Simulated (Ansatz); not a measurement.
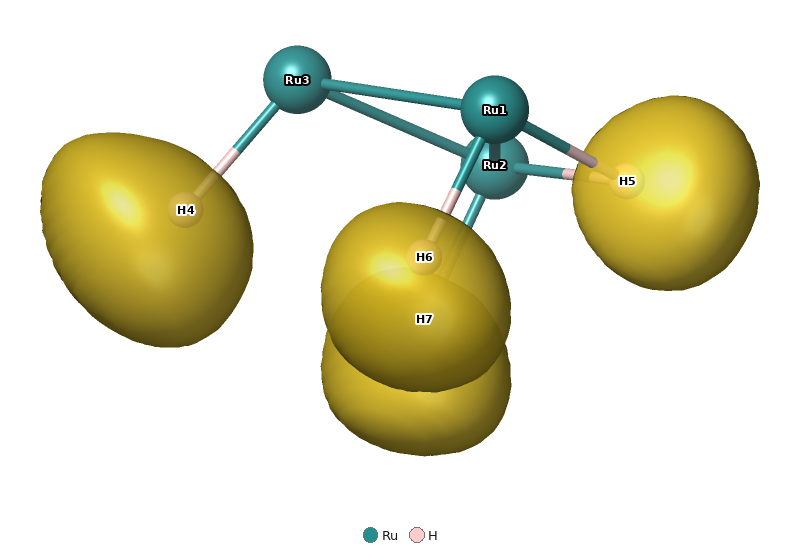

*H$_{4}$Ru$_{3}$. Isosurface of the ELF at 0.8 (yellow), seen from one side. Core shells and regions of very low density are left out.*

Geometry: PBE-D4/def2-TZVP; core potentials replace the inner electrons of Ru.

The calculation used RKS PBE0-D4/def2-TZVP (Ansatz 0.2.0).

```xyz
7

Ru    1.4357   -0.0562   -0.4230
Ru   -0.9115   -0.6629   -0.9865
Ru   -0.2671    1.4433   -0.4413
H    -0.7110    1.7641    1.0624
H     0.6113   -1.5860   -0.8391
H     1.2140   -0.1170    1.1241
H    -1.3714   -0.7853    0.5033
```

> Where are the electrons localised?

The ELF exceeds this value in four regions around hydrogen nuclei.

Values along the shortest contacts:
Ru–Ru (2.27 Å): the ELF is about 0.35 at the midpoint. Ru–H (1.56 Å): the ELF climbs to about 1 towards the hydrogen.
